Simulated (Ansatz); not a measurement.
# Titanium, fcc under r²SCAN: ground state and equation of state

The plan for titanium in the fcc structure: relax it, solve it on a dense k-mesh, switch on spin-orbit coupling, then scale the cell to 7 volumes from 88 to 112 % of the relaxed one and try a fit of the equation of state. The k-meshes are 13×13×13 for the relaxation; 22×22×22 for the dense run; 13×13×13 for spin-orbit coupling; 15×15×15 for the volumes.

This is Ti in the fcc structure; at room conditions it is hcp.

Method: DFT r2SCAN, plane waves (500 eV) with PAW, scalar-relativistic; PAW files made under PBE, frozen cores solved again for the functional, in Ansatz 0.2.0.

### Step 1. The starting structure

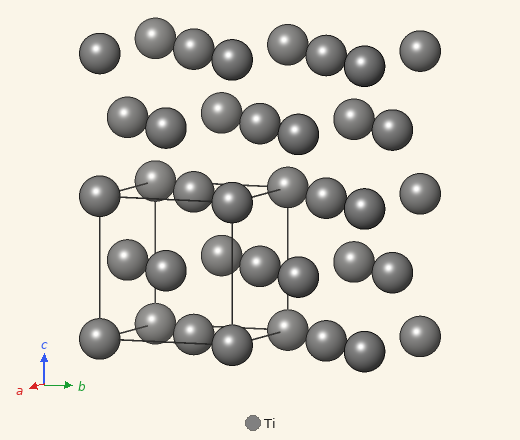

The structure, seen slightly off an axis (titanium grey). 1×2×2 conventional cells are drawn; the run uses a primitive one. Any atoms on the faces are drawn again on the opposite ones.

As a file:

```xyz
1
Lattice="0.0000 2.0668 2.0668 2.0668 0.0000 2.0668 2.0668 2.0668 0.0000" Properties=species:S:1:pos:R:3 pbc="T T T"
Ti    0.0000    0.0000    0.0000
```

### Step 2. Geometry optimisation

Contents of input.yaml:

```yaml
crystal:
  lattice:
    - [0.0, 2.0668332624, 2.0668332624]
    - [2.0668332624, 0.0, 2.0668332624]
    - [2.0668332624, 2.0668332624, 0.0]
  atoms:
    - { symbol: Ti, position: [0.0, 0.0, 0.0] }
hamiltonian:
  xc: r2scan
  pseudopotentials:
    kind: paw
    azcp:
      Ti: "pseudopotentials/Ti.paw.azcp"
basis:
  ecutwfc: 500
  fft_grid_basis: typed
kpoints:
  mp_grid: { grid: [13, 13, 13], shift: [0, 0, 0] }
magnetization:
  spin_polarized: false
scf:
  occupations: { method: fermi_dirac, width: 0.1 }
relax:
  max_steps: 60
  f_tol: 0.01
  cell: {}
```

Started as:

```console
ansatz run input.yaml --threads 1 --pin off --max-ram 3584MiB --backend cpu --events-out ev --progress --plain --runs-dir out
```

Log:

```text
Engine: ansatz 0.2.0, x86_64-unknown-linux-gnu
Pseudopotentials: kind: paw
Pseudopotential: Ti, paw, valence charge 12, recommended cutoff 500 eV (meta_gga), <dir>
Functional definition: r2SCAN
  parameter k0 = 0.174
  parameter k1 = 0.065
  parameter a1 = 4.9479
  exchange = r2scan_x(k0 = k0, k1 = k1, a1 = a1)
  correlation = r2scan_c
Crystal: 1 atoms, lattice volume = 17.658 Å³
Basis set: ecut = 500 eV, 459 PW (Γ), exchange–correlation on 96×96×96 points (64 copies of the dense FFT grid, shifted against one another)
Bands: 10, of which v1, the nominal top of the filled ones, is band 6 counted from 1 (5 counted from 0)
Symmetry: 48 space group operations
Space group: Fm-3m (ITA 225), of the structure as read, at distance tolerance 2.6e-5 Å
k-points: 84 of 2197
Non-local potential: Ti, projectors of the file, l = 0: 3, l = 1: 2, l = 2: 3, l = 3: 1
PAW form: soft (Blöchl's): semilocal exchange-correlation on the pseudo side does not see the compensation charge
PAW frozen core: Ti, regenerated for the run's functional (the file was generated under x = pbe(κ = 0.804, μ = 0.2195149727645171), c = pbe(β = 0.06672455060314922))
PAW one-centre angular grid: Ti, 590 points (default); XC on 160 Gauss nodes
Initial density: superposition of atomic densities (neutral atoms: chi_scale 0, normalization atom), corrected by the library's trained network
Initial wavefunctions: pseudopotential atomic-orbital guess
Functional: x = r2scan, c = r2scan; τ floored in thin density (d = 2e-4 eV/Å³)
SCF iter   1: F=—  HF=-2504.307434 eV  |F-HF|=—  |Δ(HF+E_count)|=         —  Δρ=1.56e-2  dr2=4.03e-2  dr2_τ=7.63e-3  ethr=1.77e-3  ⟨swp⟩=4.4  Hψ=4611  notcnv=0
preconditioner: auto → none  [metal: Δε(μ)=0.007 eV  Ē_g=4.452 eV  σ=0.100 eV  W_gap=0.02  n_scr=0 (ndim 8)  ℏωp=17.7 eV  f_vac=0.000  D(μ)=1.56/eV (n_scr^D=14)]
SCF iter   2: F=—  HF=-2504.323207 eV  |F-HF|=—  |Δ(HF+E_count)|=   1.58e-2  Δρ=5.11e-3  dr2=3.16e-3  dr2_τ=9.28e-4  ethr=3.36e-4  ⟨swp⟩=2.8  Hψ=2281  notcnv=0
SCF iter   3: F=—  HF=-2504.322530 eV  |F-HF|=—  |Δ(HF+E_count)|=   6.77e-4  Δρ=1.70e-3  dr2=1.63e-4  dr2_τ=7.27e-5  ethr=2.63e-5  ⟨swp⟩=3.0  Hψ=1679  notcnv=0
SCF iter   4: F=—  HF=-2504.322952 eV  |F-HF|=—  |Δ(HF+E_count)|=   4.22e-4  Δρ=1.45e-4  dr2=1.66e-6  dr2_τ=4.52e-7  ethr=1.36e-6  ⟨swp⟩=2.0  Hψ=1347  notcnv=0
SCF iter   5: F=—  HF=-2504.322957 eV  |F-HF|=—  |Δ(HF+E_count)|=   4.51e-6  Δρ=2.92e-5  dr2=7.69e-8  dr2_τ=8.03e-9  ethr=1.38e-8  ⟨swp⟩=2.4  Hψ=1298  notcnv=0
SCF iter   6: F=-2504.322957 eV  HF=-2504.322957 eV  |F-HF|=7.52e-9  |Δ(HF+E_count)|=   1.21e-7  Δρ=6.20e-6  dr2=4.90e-9  dr2_τ=7.65e-10  ethr=6.41e-10  ⟨swp⟩=2.0  Hψ=3029  notcnv=0
SCF 1 converged in 6 iterations: F = -2504.322957 eV  dr2 = 4.90e-9
relax step   1: F+E_penalty+E_count = -2504.32295708 eV  Δ(F+E_penalty+E_count) = +0.000e0 eV  max|allowed force component| = 0.000e0 eV/Å  Δτ_max = 0.0000 Å  P = -1.685 GPa  Ω = 17.658 Å³  (6 SCF iters, dr2 threshold 1.00e-7 eV, accepted)
Crystal: 1 atoms, lattice volume = 17.098 Å³
Basis set: ecut = 500 eV, 411 PW (Γ), exchange–correlation on 96×96×96 points (64 copies of the dense FFT grid, shifted against one another)
Initial density: handed on by an earlier stage of this run
Initial wavefunctions: those handed on with the density
iter 1 solved again at ethr=8.90e-7 eV; its pass at ethr=3.10e-3 eV (dr2=1.07e-4 eV) is discarded
SCF iter   1: F=—  HF=-2504.306513 eV  |F-HF|=—  |Δ(HF+E_count)|=         —  Δρ=9.66e-4  dr2=1.10e-4  dr2_τ=7.75e-3  ethr=8.90e-7  ⟨swp⟩=2.0  Hψ=5879  notcnv=0
preconditioner: auto → none  [metal: Δε(μ)=0.020 eV  Ē_g=4.483 eV  σ=0.100 eV  W_gap=0.05  n_scr=0 (ndim 8)  ℏωp=18.0 eV  f_vac=0.000  D(μ)=1.52/eV (n_scr^D=14)]
SCF iter   2: F=—  HF=-2504.323002 eV  |F-HF|=—  |Δ(HF+E_count)|=   1.65e-2  Δρ=7.04e-4  dr2=4.29e-5  dr2_τ=5.27e-6  ethr=8.90e-7  ⟨swp⟩=2.9  Hψ=1572  notcnv=0
SCF iter   3: F=—  HF=-2504.323021 eV  |F-HF|=—  |Δ(HF+E_count)|=   1.98e-5  Δρ=3.52e-4  dr2=1.01e-5  dr2_τ=1.19e-6  ethr=3.58e-7  ⟨swp⟩=2.6  Hψ=1202  notcnv=0
SCF iter   4: F=—  HF=-2504.323041 eV  |F-HF|=—  |Δ(HF+E_count)|=   1.99e-5  Δρ=1.16e-4  dr2=1.36e-6  dr2_τ=1.45e-7  ethr=8.42e-8  ⟨swp⟩=2.0  Hψ=1271  notcnv=0
SCF iter   5: F=—  HF=-2504.323043 eV  |F-HF|=—  |Δ(HF+E_count)|=   1.31e-6  Δρ=4.79e-5  dr2=2.07e-7  dr2_τ=9.11e-9  ethr=1.14e-8  ⟨swp⟩=2.6  Hψ=1271  notcnv=0
SCF iter   6: F=-2504.323043 eV  HF=-2504.323043 eV  |F-HF|=6.13e-10  |Δ(HF+E_count)|=   1.22e-7  Δρ=4.10e-6  dr2=2.14e-9  dr2_τ=1.38e-10  ethr=8.33e-10  ⟨swp⟩=4.0  Hψ=2372  notcnv=0
SCF 2 converged in 6 iterations: F = -2504.323043 eV  dr2 = 2.14e-9
relax step   2: F+E_penalty+E_count = -2504.32304280 eV  Δ(F+E_penalty+E_count) = -8.572e-5 eV  max|allowed force component| = 0.000e0 eV/Å  Δτ_max = 0.0000 Å  P = +1.908 GPa  Ω = 17.098 Å³  energy of the carried Pulay correction = +3.303e-4 eV  (6 SCF iters, dr2 threshold 1.00e-7 eV, rejected (line search))
Crystal: 1 atoms, lattice volume = 17.391 Å³
iter 1 solved again at ethr=2.34e-7 eV; its pass at ethr=3.10e-3 eV (dr2=2.81e-5 eV) is discarded
SCF iter   1: F=—  HF=-2504.320247 eV  |F-HF|=—  |Δ(HF+E_count)|=         —  Δρ=5.80e-4  dr2=4.57e-5  dr2_τ=2.21e-3  ethr=2.34e-7  ⟨swp⟩=2.0  Hψ=5705  notcnv=0
preconditioner: auto → none  [metal: Δε(μ)=0.026 eV  Ē_g=4.380 eV  σ=0.100 eV  W_gap=0.07  n_scr=0 (ndim 8)  ℏωp=17.8 eV  f_vac=0.000  D(μ)=1.56/eV (n_scr^D=14)]
SCF iter   2: F=—  HF=-2504.324553 eV  |F-HF|=—  |Δ(HF+E_count)|=   4.31e-3  Δρ=4.66e-4  dr2=2.24e-5  dr2_τ=2.08e-6  ethr=2.34e-7  ⟨swp⟩=3.0  Hψ=1495  notcnv=0
SCF iter   3: F=—  HF=-2504.324553 eV  |F-HF|=—  |Δ(HF+E_count)|=   8.67e-7  Δρ=2.20e-4  dr2=4.10e-6  dr2_τ=3.89e-7  ethr=1.87e-7  ⟨swp⟩=2.5  Hψ=1194  notcnv=0
SCF iter   4: F=—  HF=-2504.324558 eV  |F-HF|=—  |Δ(HF+E_count)|=   5.50e-6  Δρ=4.96e-5  dr2=2.51e-7  dr2_τ=3.77e-8  ethr=3.42e-8  ⟨swp⟩=2.0  Hψ=1261  notcnv=0
SCF iter   5: F=—  HF=-2504.324560 eV  |F-HF|=—  |Δ(HF+E_count)|=   2.25e-6  Δρ=4.88e-5  dr2=2.19e-7  dr2_τ=9.74e-9  ethr=2.09e-9  ⟨swp⟩=2.7  Hψ=1430  notcnv=0
SCF iter   6: F=—  HF=-2504.324560 eV  |F-HF|=—  |Δ(HF+E_count)|=   5.13e-8  Δρ=1.59e-5  dr2=2.47e-8  dr2_τ=1.19e-9  ethr=1.83e-9  ⟨swp⟩=2.0  Hψ=1348  notcnv=0
SCF iter   7: F=—  HF=-2504.324560 eV  |F-HF|=—  |Δ(HF+E_count)|=   7.63e-9  Δρ=6.58e-6  dr2=4.06e-9  dr2_τ=2.84e-10  ethr=2.06e-10  ⟨swp⟩=2.4  Hψ=1075  notcnv=0
SCF iter   8: F=—  HF=-2504.324560 eV  |F-HF|=—  |Δ(HF+E_count)|=   1.33e-9  Δρ=1.83e-6  dr2=2.97e-10  dr2_τ=2.15e-11  ethr=3.38e-11  ⟨swp⟩=2.2  Hψ=1085  notcnv=0
SCF iter   9: F=—  HF=-2504.324560 eV  |F-HF|=—  |Δ(HF+E_count)|=  1.46e-10  Δρ=3.94e-7  dr2=1.38e-11  dr2_τ=9.11e-13  ethr=2.47e-12  ⟨swp⟩=2.7  Hψ=1245  notcnv=0
SCF iter  10: F=-2504.324560 eV  HF=-2504.324560 eV  |F-HF|=1.36e-12  |Δ(HF+E_count)|=  6.82e-12  Δρ=1.11e-8  dr2=1.24e-14  dr2_τ=1.26e-15  ethr=1.00e-12  ⟨swp⟩=4.9  Hψ=2887  notcnv=0
SCF 3 converged in 10 iterations: F = -2504.324560 eV  dr2 = 1.24e-14
relax step   3: F+E_penalty+E_count = -2504.32456033 eV  Δ(F+E_penalty+E_count) = -1.603e-3 eV  max|allowed force component| = 0.000e0 eV/Å  Δτ_max = 0.0000 Å  P = -0.033 GPa  Ω = 17.391 Å³  energy of the carried Pulay correction = +1.554e-4 eV  (10 SCF iters, accepted)
Initial wavefunctions: pseudopotential atomic-orbital guess (no wavefunctions were taken with the density)
iter 1 solved again at ethr=7.18e-9 eV; its pass at ethr=3.10e-3 eV (dr2=8.61e-7 eV) is discarded
SCF iter   1: F=—  HF=-2504.324415 eV  |F-HF|=—  |Δ(HF+E_count)|=         —  Δρ=3.69e-5  dr2=2.46e-8  dr2_τ=3.23e-7  ethr=7.18e-9  ⟨swp⟩=3.0  Hψ=6772  notcnv=0
preconditioner: auto → none  [metal: Δε(μ)=0.003 eV  Ē_g=4.392 eV  σ=0.100 eV  W_gap=0.01  n_scr=0 (ndim 8)  ℏωp=17.8 eV  f_vac=0.000  D(μ)=1.56/eV (n_scr^D=14)]
SCF iter   2: F=—  HF=-2504.324415 eV  |F-HF|=—  |Δ(HF+E_count)|=   8.43e-8  Δρ=1.88e-5  dr2=1.02e-8  dr2_τ=1.19e-8  ethr=2.05e-10  ⟨swp⟩=2.1  Hψ=1227  notcnv=0
SCF iter   3: F=—  HF=-2504.324415 eV  |F-HF|=—  |Δ(HF+E_count)|=   1.78e-8  Δρ=7.78e-6  dr2=1.01e-8  dr2_τ=4.37e-10  ethr=8.46e-11  ⟨swp⟩=2.1  Hψ=1232  notcnv=0
SCF iter   4: F=—  HF=-2504.324415 eV  |F-HF|=—  |Δ(HF+E_count)|=   3.08e-9  Δρ=1.22e-6  dr2=2.69e-10  dr2_τ=8.40e-12  ethr=8.39e-11  ⟨swp⟩=2.9  Hψ=1389  notcnv=0
SCF iter   5: F=—  HF=-2504.324415 eV  |F-HF|=—  |Δ(HF+E_count)|=  1.91e-11  Δρ=6.42e-7  dr2=7.01e-11  dr2_τ=3.08e-12  ethr=2.24e-12  ⟨swp⟩=1.8  Hψ=993  notcnv=0
SCF iter   6: F=-2504.324415 eV  HF=-2504.324415 eV  |F-HF|=9.09e-13  |Δ(HF+E_count)|=  1.46e-11  Δρ=1.69e-7  dr2=5.25e-12  dr2_τ=1.97e-13  ethr=1.00e-12  ⟨swp⟩=3.1  Hψ=3443  notcnv=0
SCF 4 converged in 6 iterations: F = -2504.324415 eV  dr2 = 5.25e-12
relax step   4: F+E_penalty+E_count = -2504.32441460 eV  Δ(F+E_penalty+E_count) = +1.457e-4 eV  max|allowed force component| = 0.000e0 eV/Å  Δτ_max = 0.0000 Å  P = -0.040 GPa  Ω = 17.391 Å³  stress off target by 3.99e-2 GPa  SCF on the basis re-selected at this cell (its energy is not comparable with the rows above)  (6 SCF iters)
basis re-selected at this cell: Δ(F+E_penalty+E_count) = +1.457e-4 eV, ΔP = -0.007 GPa vs the last step (what re-selecting the basis moved, of the pressure what is left beyond the Pulay correction that the steps carried, after the strain that the cell walked since its last selection, with what the two solves' SCF thresholds leave and, on support functions, any second-order correction that the steps lacked; it is no measure of the basis error at this ecutwfc). This SCF's stress stands 3.99e-2 GPa from its target on what of the cell is left free (relax.cell.stress_tol is 5.00e-2 GPa) and its largest allowed force component is 0.00e0 eV/Å (relax.f_tol is 1.00e-2 eV/Å): within both
SCF converged after 6 iterations
Free energy (F): -2504.324415 eV
Harris-Foulkes:  -2504.324415 eV  (|F-HF|=9.09e-13)
Internal energy: -2504.273190 eV  (E = F + TS)
E sigma→0 (E₀):  -2504.298803 eV
Entropy (-TS):   -0.051224 eV (-51.224 meV/atom)
Fermi energy:    13.229677 eV
--- Per-component energies (eV) ---
  E_band       = -170.704061
  E_kinetic    = 272.441501
  E_local      = -810.128281  (includes V_loc(G=0)·N_el)
  E_nonlocal   = 7.338028
  E_hartree    = 331.616676
  E_xc         = -92.770013
  E_vxc        = -132.646704  (∫ρ·V_xc dr)
  E_paw        = -1056.719588  (= ΣΔE_a)
  E_vpaw       = -180.094488  (= ΣTr[D̂ρ^β])
  E_aug_tail   = 0.000090  (compensation charges beyond the density's cutoff)
  E_vtau       = 9.152520  (kinetic-family band-sum trace: ∫τ·v_τ [+ j·A + Jᵃ·Aᵃ] dr)
  E_ewald      = -1155.798145
  E_core_change = -0.253457  (= ΣΔE_core)
  E_smearing   = -0.051224  (= −TS)
  E_closure    = 0.000000  (closes the sum)
  Σ components = -2504.324415   (vs F -2504.324415, Δ=0.00e0)
--- Forces (eV/Å), atoms counted from 1 ---
  atom   1  Ti    -0.00000000     0.00000000     0.00000000
  max |Σ_I F_I| component: 4.31e-32 eV/Å
--- Stress (GPa, compression-positive) ---
       -0.039874       0.000000      -0.000000
       -0.000000      -0.039874      -0.000000
       -0.000000      -0.000000      -0.039874
  P = ⅓ Tr σ = -0.0399 GPa (-0.399 kbar)
--- Relaxed structure (3 steps of the walk, 2 accepted, 1 SCFs on fresh bases) ---
  F+E_penalty+E_count = -2504.32441460 eV   max|allowed force component| = 0.000e0 eV/Å   (the final SCF, on the basis selected at the relaxed cell)
  cell:  # Å, volume = 17.3910 Å³
    - [0.0, 2.0563573269007778, 2.0563573269007778]
    - [2.0563573269007778, -1.0190744065791179e-34, 2.0563573269007778]
    - [2.0563573269007778, 2.0563573269007778, -6.114446439474708e-34]
  atoms:
    - { symbol: Ti, position: [0.0, 0.0, 0.0] }
```

Wall time 17 s (1 thread of Intel Xeon Platinum 8259CL at 2.50GHz (Skylake/Cascade Lake), shared host); peak memory 0.55 GiB.

Relaxation path:

| step | energy change (meV/atom) | largest force (eV/Å) | pressure (GPa) | volume (Å³/atom) | accepted |
| --- | --- | --- | --- | --- | --- |
| 1 | 0.00 | 0.0000 | -1.68 | 17.658 | yes |
| 2 | -0.09 | 0.0000 | 1.91 | 17.098 | no |
| 3 | -1.60 | 0.0000 | -0.03 | 17.391 | yes |
| 4 | -1.46 | 0.0000 | -0.04 | 17.391 | yes |

Steps that repeat a cell are solved on a basis chosen anew, so their changes of energy are no gain of the relaxation.

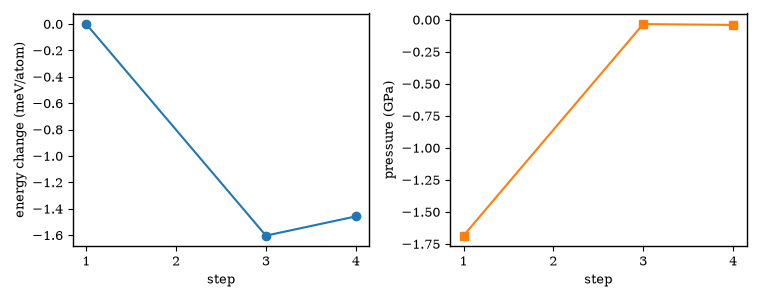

Energy and pressure over the accepted steps.

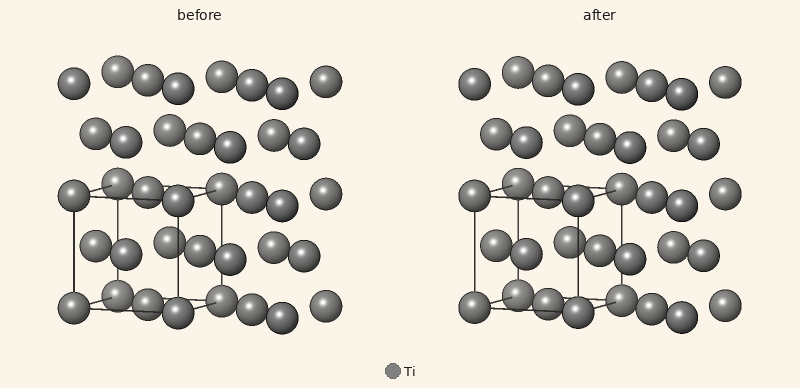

Before and after, at one scale. The cells drawn are those of the first picture.

The cell of the run, before and after:

|  | before | after | change |
| --- | --- | --- | --- |
| a (Å) | 2.923 | 2.908 | -0.5 % |
| b (Å) | 2.923 | 2.908 | -0.5 % |
| c (Å) | 2.923 | 2.908 | -0.5 % |
| volume (Å³/atom) | 17.658 | 17.391 | -1.5 % |
| shortest distance (Å) | 2.923 | 2.908 | -0.5 % |
| space group (spins left aside) | Fm-3m | Fm-3m | same |

### Step 3. The energy on a finer k-mesh

Contents of input.yaml:

```yaml
crystal:
  lattice:
    - [0.0, 2.0563573269, 2.0563573269]
    - [2.0563573269, 0.0, 2.0563573269]
    - [2.0563573269, 2.0563573269, 0.0]
  atoms:
    - { symbol: Ti, position: [0.0, 0.0, 0.0] }
hamiltonian:
  xc: r2scan
  pseudopotentials:
    kind: paw
    azcp:
      Ti: "pseudopotentials/Ti.paw.azcp"
basis:
  ecutwfc: 500
  fft_grid_basis: typed
kpoints:
  mp_grid: { grid: [22, 22, 22], shift: [0, 0, 0] }
magnetization:
  spin_polarized: false
scf:
  occupations: { method: fermi_dirac, width: 0.1 }
```

Started as:

```console
ansatz run input.yaml --threads 1 --pin off --max-ram 3584MiB --backend cpu --events-out ev --progress --plain --runs-dir out
```

Log (excerpt; [...] marks lines left out):

```text
[...]
[... 3 set-up lines as earlier in the session ...]
[...]
Crystal: 1 atoms, lattice volume = 17.391 Å³
Basis set: ecut = 500 eV, 459 PW (Γ), exchange–correlation on 96×96×96 points (64 copies of the dense FFT grid, shifted against one another)
Bands: 10, of which v1, the nominal top of the filled ones, is band 6 counted from 1 (5 counted from 0)
[... 2 set-up lines as earlier in the session ...]
k-points: 328 of 10648
[...]
SCF iter   1: F=—  HF=-2504.306611 eV  |F-HF|=—  |Δ(HF+E_count)|=         —  Δρ=1.54e-2  dr2=3.81e-2  dr2_τ=7.97e-3  ethr=1.77e-3  ⟨swp⟩=4.4  Hψ=17980  notcnv=0
[...]
SCF iter   6: F=-2504.324387 eV  HF=-2504.324387 eV  |F-HF|=9.99e-9  |Δ(HF+E_count)|=   1.23e-7  Δρ=7.30e-6  dr2=6.28e-9  dr2_τ=8.59e-10  ethr=6.65e-10  ⟨swp⟩=1.0  Hψ=9885  notcnv=0
[...]
SCF converged after 6 iterations
Free energy (F): -2504.324387 eV
[...]
E sigma→0 (E₀):  -2504.298688 eV
Entropy (-TS):   -0.051397 eV (-51.397 meV/atom)
Fermi energy:    13.229815 eV
[...]
```

Run time: 10 s. Hardware: 1 thread of Intel Xeon Platinum 8259CL at 2.50GHz (Skylake/Cascade Lake), shared host; peak memory 0.58 GiB.

### Step 4. A two-component run at the same geometry

Changes to input.yaml since step 3:

```diff
@@ -10,3 +10,3 @@
   pseudopotentials:
-    kind: paw
+    kind: paw_fr
     azcp:
@@ -17,6 +17,12 @@
 kpoints:
-  mp_grid: { grid: [22, 22, 22], shift: [0, 0, 0] }
+  mp_grid: { grid: [13, 13, 13], shift: [0, 0, 0] }
 magnetization:
-  spin_polarized: false
+  noncollinear: true
+  spin_orbit: true
 scf:
   occupations: { method: fermi_dirac, width: 0.1 }
+output:
+  write_density: true
+  write_potential: true
+  elf: true
+  volumetric_format: npy
```

Started as:

```console
ansatz run input.yaml --threads 1 --pin off --max-ram 3584MiB --backend cpu --events-out ev --progress --plain --runs-dir out
```

Log (excerpt; [...] marks lines left out):

```text
[...]
Pseudopotentials: kind: paw_fr
Pseudopotential: Ti, paw_fr, valence charge 12, recommended cutoff 500 eV (meta_gga), <dir>
[... 1 set-up line as earlier in the session ...]
[...]
non-collinear run that drives no moment, with spin-orbit: no starting moment large enough to seed its density (crystal.atoms[].spin), no starting occupations that ask for one, no magnetisation constraint and no magnetic field, so the semilocal B_xc is pinned to zero
Crystal: 1 atoms, lattice volume = 17.391 Å³
Basis set: ecut = 500 eV, 459 PW (Γ), exchange–correlation on 96×96×96 points (64 copies of the dense FFT grid, shifted against one another)
Bands: 20, of which v1, the nominal top of the filled ones, is band 12 counted from 1 (11 counted from 0)
Symmetry: 48 space group operations + 48 with time reversal
Magnetic group: BNS 225.117 (UNI 1619), of the structure as read, at distance tolerance 2.6e-5 Å
[...]
SCF iter   7: F=-2503.550197 eV  HF=-2503.550197 eV  |F-HF|=1.97e-8  |Δ(HF+E_count)|=   3.06e-7  Δρ=1.28e-5  dr2=3.34e-8  dr2_τ=9.26e-11  dr2_m=0.00e0 (ungated)  ethr=8.33e-10  |M|=0.00e0 ∫|m|=0.00e0 μB  |m|>n=0.0e0 m-floor=0.0e0 τ_xc=0.0e0  ⟨swp⟩=1.9  Hψ=2708  notcnv=0
[...]
SCF converged after 7 iterations
Magnetization: |M| = 0.0000 μB,  M = (+0.0000, +0.0000, +0.0000) μB
Absolute magnetization: 0.0000 μB (∫|m|)
  site 0: m = (+0.0000, +0.0000, +0.0000) μB, |m| = 0.0000 μB  (R = 1.20 Å)
Free energy (F): -2503.550197 eV
[...]
E sigma→0 (E₀):  -2503.524582 eV
Entropy (-TS):   -0.051231 eV (-51.231 meV/atom)
Fermi energy:    13.229784 eV
[...]
--- Band table (eV; the first three rows and the last of 84) ---
  k-point 0: bands = ["-45.8336", "-45.8336", "-21.0770", "-21.0770", "-20.4120", "-20.4120", "-20.4120", "-20.4120", "6.7319", "6.7319", "14.2168", "14.2168", "14.2168", "14.2168", "14.2446", "14.2446", "16.0250", "16.0250", "16.0250", "16.0250"]
[...]
```

Run time: 23 s. Hardware: 1 thread of Intel Xeon Platinum 8259CL at 2.50GHz (Skylake/Cascade Lake), shared host; peak memory 0.56 GiB.

Side by side:

|  | scalar-relativistic | with spin-orbit coupling |
| --- | --- | --- |
| k-mesh | 22×22×22 | 13×13×13 |
| gap on the mesh | none (levels filled in part) | none (levels filled in part) |

The meshes differ, so small differences between the columns need not come from spin-orbit coupling.

Axes a, b and c in the maps are those of this run's conventional cell (a, b, c = 4.113, 4.113, 4.113 Å).

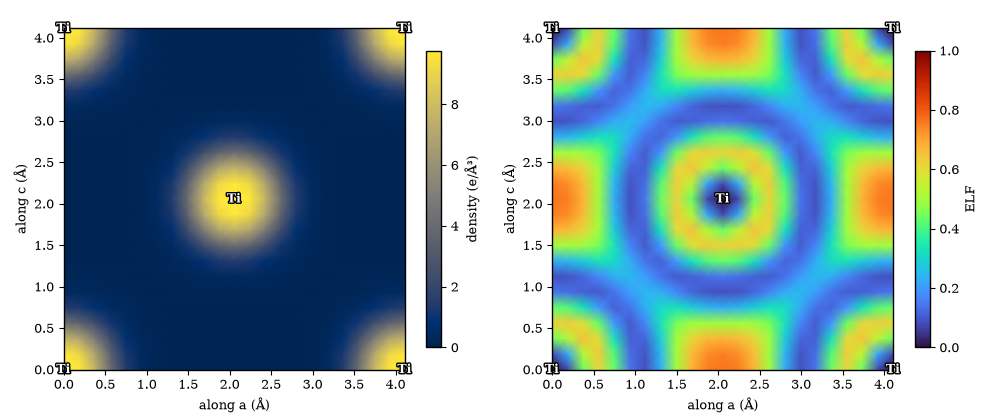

Density (left) and ELF (right) in a lattice plane of the grid's cell (edges 4.11 and 4.11 Å, at 0.000 of the third edge), which holds Ti. Only atoms in the plane are labelled. Both are smooth fields of the valence electrons: close to the nuclei they are not physical.

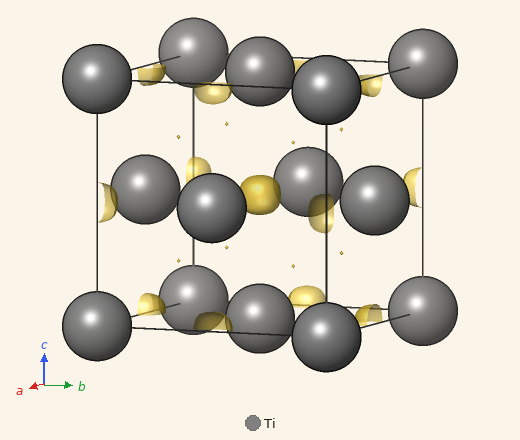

Surface of ELF = 0.70, drawn in one cell.

The highest ELF values outside the cores: 0.76 between the atoms, 2.1 Å from Ti.

[end of part 1 of 2]
